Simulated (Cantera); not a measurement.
Feed: 1 mol CHF₃, 0.14 mol Si, at 140 Pa.

Cantera equilibrium calculation (NASA polynomials, part measured and part estimated; ideal gas, pure solids and liquids). Candidate condensed phases: C, C₆H₆, C₇H₈, C₈H₁₈, Si, SiC; 113 gas species. The tables' values for SiF₃ are old estimates; treat these amounts as uncertain. Condensed phases not in the tables: fluorocarbon polymer. Gases not in the tables: C₂F₆ and larger saturated fluorocarbons. Rates play no part.

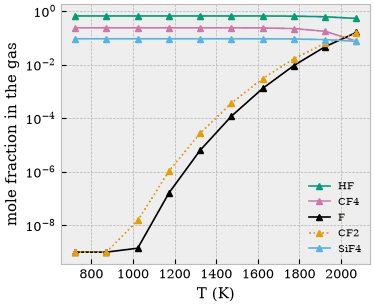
Figure: Equilibrium gas composition (values under 1e-9 drawn at 1e-9)

Read off the mole fractions at 1473 K.

HF about 0.67, CF₄ about 0.24, SiF₄ about 0.093, CF₂ about 0.00037, F about 0.00012.
